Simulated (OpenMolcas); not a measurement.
# SiHCl2F (SMILES F[SiH](Cl)Cl): levels of theory compared

We compute a comparison of 6 runs (HF/3-21G, B2PLYP/def2-SVPD, M06-2X/def2-SVPD, PBE0/def2-SVPD, TPSS/def2-SVPD, r2SCAN/def2-SVPD) of SiHCl2F. 

Program for the calculation: OpenMolcas 26.06.

1 further run of the same task is left out (set aside as unsound or not needed).

**1. The system as given**

SiHCl2F: 5 atoms, total charge 0, spin state singlet. As SMILES, `F[SiH](Cl)Cl`. The shape is that of a PBE0-D4/def2-TZVP optimisation.

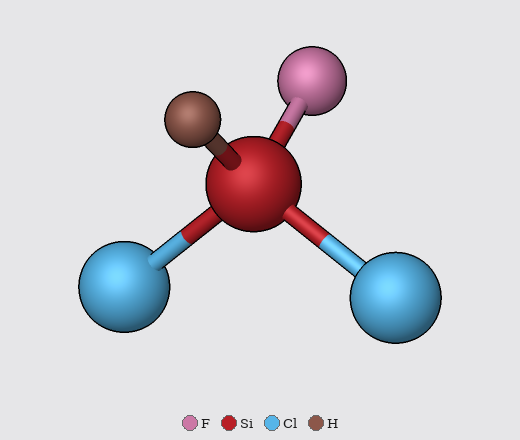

Viewed from a chosen angle; fluorine pink, silicon red, chlorine blue, hydrogen brown.

**2. Energy and forces at HF/3-21G (run 1)**

The input, job.inp:

```
&GATEWAY
  BasLib=$CurrDir
  Coord
  5
  bohr
  F      0.06708528    -1.29011603     2.77203925
  Si     0.21864131    -0.09146274     0.03930630
  Cl    -0.96735080     3.53813422     0.24849899
  Cl    -2.06509271    -2.09513935    -2.28335608
  H      2.84082528    -0.20049994    -0.85491210
  Basis=3-21G
  Group=NoSym

&SEWARD

&SCF
  Thresholds=1e-10 1e-07 1e-07 1e-05
  PrOrbitals=0

&ALASKA
```

The basis set 3-21G is read from a file made from the Basis Set Exchange's data (not shown).

Started as:

```console
$ export MOLCAS_MEM=1860
$ pymolcas job.inp > job.log
```

The log of the run:

```text
--- Start Module: gateway ---
[...]
--- Stop Module: gateway /rc=_RC_ALL_IS_WELL_ ---
[...]
      Basis functions           50
[...]
--- Start Module: scf ---
[...]
       Convergence after  12 Iterations
[...]
::    Total SCF energy                              -1301.6037761567
[...]
      Total spin, S                                     0.0000000000
[...]
      Total electronic charge=   58.000000
      Total            charge=   -0.000000
[...]
      Dipole Moment (debye):
      Origin of the operator (angstrom)=   -0.4298    0.1041   -0.0819
                   X=  2.0910E+00               Y= -2.0003E-01               Z= -4.6127E-01           Total=  2.1506E+00
      Quadrupole Moment (debye*angstrom):
[...]
--- Stop Module: scf /rc=_RC_ALL_IS_WELL_ ---
[...]
--- Start Module: alaska ---
[...]
 *              Molecular gradients               *
 **************************************************
  Irreducible representation: a
 ------------------------------------------------------------------------------------------
                              X                       Y                       Z
 ------------------------------------------------------------------------------------------
  F1                2.32159276493826E-03    1.33876325105025E-02   -3.07910786445866E-02
  SI2              -4.68281811222990E-02    6.82036275136899E-03    5.16357668434875E-03
  CL3               1.33467952187125E-02   -4.34339587100503E-02   -2.34811314776251E-03
  CL4               2.64989865527649E-02    2.41196441537994E-02    2.80046014311637E-02
  H5                4.66080658591572E-03   -8.93680705591371E-04   -2.89863231244247E-05
 ------------------------------------------------------------------------------------------
--- Stop Module: alaska /rc=_RC_ALL_IS_WELL_ ---
[...]
```

It took 6.6 s on 1 thread of AMD EPYC 7R43 (Zen 3), shared host; peak memory 0.38 GiB.

**3. The energy at B2PLYP/def2-SVPD (run 2)**

The input, geom.xyz:

```xyz
5

F      0.035500    -0.682700     1.466900
Si     0.115700    -0.048400     0.020800
Cl    -0.511900     1.872300     0.131500
Cl    -1.092800    -1.108700    -1.208300
H      1.503300    -0.106100    -0.452400
```

The input, job.inp:

```
* Cl2FHSi Kohn-Sham DFT
>>> EXPORT MOLCAS_PRINT=2

&GATEWAY
  BasLib = $CurrDir
  Coord = geom.xyz
  Basis = def2-SVPD
  Group = NoSym

&SEWARD
  GridInput
  Grid=UltraFine
  End of Grid

&SCF
  KSDFT = B2PLYP_SCF
  Thresholds = 1e-10 1e-07 1e-07 1e-05
  PrOrbitals = 1

&MBPT2
  Frozen = 16
```

The basis set def2-SVPD is read from a file made from the Basis Set Exchange's data (not shown).

Started as:

```console
$ export MOLCAS_MEM=1860
$ pymolcas job.inp > job.log
```

The log of the run:

```text
--- Start Module: gateway ---
[...]
--- Stop Module: gateway /rc=_RC_ALL_IS_WELL_ ---
[...]
      Basis functions          109
[...]
--- Start Module: scf ---
[...]
       Convergence after  14 Iterations
[...]
::    Total KS-DFT energy                           -1309.3881747977
[...]
      Total spin, S                                     0.0000000000
[...]
      Total electronic charge=   58.000000
      Total            charge=   -0.000000
[...]
      Dipole Moment (debye):
      Origin of the operator (angstrom)=   -0.4298    0.1041   -0.0819
                   X=  9.3461E-01               Y=  1.3657E-01               Z= -7.0874E-01           Total=  1.1809E+00
      Quadrupole Moment (debye*angstrom):
[...]
--- Stop Module: scf /rc=_RC_ALL_IS_WELL_ ---
[...]
--- Start Module: mbpt2 ---
[...]
 ###    WARNING: MP2 implementation intended for RHF references only         ###
 ###############################################################################
MBPT2 WARNING: Reference function according to RunFile:KS-DFT
I'll assume you know what you're doing and continue
WARNING!
Default frozen orbitals as non valence orbitals is overwritten by user input.
Default values:  13
[...]
       Reference weight ( Cref**2 )         =        0.77098
::    Total MBPT2 energy                            -1310.0941053429
[...]
      Total MBPT2 calculations                           1.09      1.26
--- Stop Module: mbpt2 /rc=_RC_ALL_IS_WELL_ ---
[...]
```

Run time: 60 s. Hardware: 1 thread of AMD EPYC 7R43 (Zen 3), shared host; peak memory 0.63 GiB.

Runs 3 to 4 aren't shown in full; the table further down has their settings and results.

**4. Energy and forces at TPSS/def2-SVPD (run 5)**

The input, calc.input:

```
&gateway
baslib = $CurrDir
coord
5
angstrom
F        0.035500      -0.682700       1.466900
Si       0.115700      -0.048400       0.020800
Cl      -0.511900       1.872300       0.131500
Cl      -1.092800      -1.108700      -1.208300
H        1.503300      -0.106100      -0.452400
basis = def2-SVPD
group = NoSym
&seward
gridinput
Grid=UltraFine
End of Grid
&scf
ksdft = 2
1.0 MGGA_X_TPSS
1.0 MGGA_C_TPSS
thresholds = 1e-10 1e-07 1e-07 1e-05
prorbitals = 1 2
&alaska
```

The basis set def2-SVPD is read from a file made from the Basis Set Exchange's data (not shown).

Started as:

```console
$ export MOLCAS_MEM=1860
$ pymolcas calc.input > calc.log
```

The log of the run:

```text
--- Start Module: gateway ---
[...]
--- Stop Module: gateway /rc=_RC_ALL_IS_WELL_ ---
[...]
      Basis functions          109
[...]
--- Start Module: scf ---
[...]
       Convergence after  13 Iterations
[...]
::    Total KS-DFT energy                           -1310.1264340093
[...]
      Total spin, S                                     0.0000000000
[...]
      Total electronic charge=   58.000000
      Total            charge=   -0.000000
[...]
      Dipole Moment (debye):
      Origin of the operator (angstrom)=   -0.4298    0.1041   -0.0819
                   X=  8.4366E-01               Y=  9.3019E-02               Z= -5.7240E-01           Total=  1.0237E+00
      Quadrupole Moment (debye*angstrom):
[...]
--- Stop Module: scf /rc=_RC_ALL_IS_WELL_ ---
[...]
--- Start Module: alaska ---
[...]
 *              Molecular gradients               *
 **************************************************
  Irreducible representation: a
 ------------------------------------------------------------------------------------------
                              X                       Y                       Z
 ------------------------------------------------------------------------------------------
  F1                1.93448700791654E-03    1.45738384344956E-02   -3.32628488270998E-02
  SI2              -1.41248397643139E-02   -8.28318688311369E-03    2.45824866179145E-02
  CL3               4.67681643739759E-03   -1.42594955274689E-02   -8.88862515541655E-04
  CL4               8.98674538529498E-03    7.90644958400222E-03    9.06632274270791E-03
  H5               -1.47320906631698E-03    6.23943921035375E-05    5.02901982073922E-04
 ------------------------------------------------------------------------------------------
--- Stop Module: alaska /rc=_RC_ALL_IS_WELL_ ---
[...]
```

It took 42 s on 1 thread of AMD EPYC 7R43 (Zen 3), shared host; peak memory 0.64 GiB.

**5. Energy and gradient at r2SCAN/def2-SVPD (run 6)**

The input, mol.inp:

```
&GATEWAY
  BasLib=$CurrDir
  Coord
  5
  angstrom
  F        0.035500      -0.682700       1.466900
  Si       0.115700      -0.048400       0.020800
  Cl      -0.511900       1.872300       0.131500
  Cl      -1.092800      -1.108700      -1.208300
  H        1.503300      -0.106100      -0.452400
  Basis=def2-SVPD
  Group=NoSym

&SEWARD
  GridInput
  Grid=UltraFine
  End of Grid

&SCF
  KSDFT=2
  1.0 MGGA_X_R2SCAN
  1.0 MGGA_C_R2SCAN
  Thresholds=1e-10 1e-07 1e-07 1e-05
  PrOrbitals=1 1

&ALASKA
```

The basis set def2-SVPD is read from a file made from the Basis Set Exchange's data (not shown).

Started as:

```console
$ export MOLCAS_MEM=1860
$ pymolcas mol.inp > mol.log
```

The log of the run:

```text
--- Start Module: gateway ---
[...]
--- Stop Module: gateway /rc=_RC_ALL_IS_WELL_ ---
[...]
      Basis functions          109
[...]
--- Start Module: scf ---
[...]
       Convergence after  13 Iterations
[...]
::    Total KS-DFT energy                           -1309.9358199975
[...]
      Total spin, S                                     0.0000000000
[...]
      Total electronic charge=   58.000000
      Total            charge=   -0.000000
[...]
      Dipole Moment (debye):
      Origin of the operator (angstrom)=   -0.4298    0.1041   -0.0819
                   X=  8.4086E-01               Y=  1.1114E-01               Z= -6.1151E-01           Total=  1.0456E+00
      Quadrupole Moment (debye*angstrom):
[...]
--- Stop Module: scf /rc=_RC_ALL_IS_WELL_ ---
[...]
--- Start Module: alaska ---
[...]
 *              Molecular gradients               *
 **************************************************
  Irreducible representation: a
 ------------------------------------------------------------------------------------------
                              X                       Y                       Z
 ------------------------------------------------------------------------------------------
  F1                1.79195974343216E-03    1.14418312909024E-02   -2.62322623460491E-02
  SI2              -1.03570894215306E-02   -6.84944392381615E-03    1.97586162722483E-02
  CL3               3.62673305891903E-03   -1.04893970377269E-02   -7.47562916137312E-04
  CL4               6.79607559654904E-03    5.82322223452536E-03    6.57691017077511E-03
  H5               -1.85767897746025E-03    7.37874360917101E-05    6.44298819259870E-04
 ------------------------------------------------------------------------------------------
--- Stop Module: alaska /rc=_RC_ALL_IS_WELL_ ---
[...]
```

Run time: 41 s. Hardware: 1 thread of AMD EPYC 7R43 (Zen 3), shared host; peak memory 0.64 GiB.

**6. Overview of the runs**

```tsv
run	level	task	frozen core orbitals	energy (Eh)	dipole moment (D)	HOMO energy (eV)	LUMO energy (eV)	wall time
1	HF/3-21G	gradient	–	-1301.603776	2.15	-13.39	3.38	6.6 s
2	B2PLYP/def2-SVPD	energy	16	-1309.578776	1.18	-10.97	1.03	60 s
3	M06-2X/def2-SVPD	gradient	–	-1309.986863	1.16	-11.10	0.59	85 s
4	PBE0/def2-SVPD	gradient	–	-1309.539939	1.11	-9.77	-0.07	53 s
5	TPSS/def2-SVPD	gradient	–	-1310.126434	1.02	-8.49	-0.75	42 s
6	r2SCAN/def2-SVPD	gradient	–	-1309.935820	1.05	-8.73	-0.50	41 s
```

**7. What came out**

| quantity | value |
| --- | --- |
| run 6: total energy | -1309.93582 Eh |
| run 6: dipole moment | 1.05 D |
| run 6: HOMO energy | -8.73 eV |
| run 6: LUMO energy | -0.50 eV |
| run 6: HOMO–LUMO gap | 8.23 eV |
| run 6: largest force on an atom | 1.475 eV/Å |

**Reading.** The dipole moment (its size) runs from 1.02 D (TPSS/def2-SVPD) to 2.15 D (HF/3-21G). The two ends differ in method and basis. The HOMO–LUMO gap runs from 7.74 eV (TPSS/def2-SVPD) to 16.77 eV (HF/3-21G). For B2PLYP the log adds the whole second-order term; the table takes 0.27 of it, as the functional is defined. Totals of different functionals can't be ranked against each other. All runs together took 4.8 min, the longest 85 s.
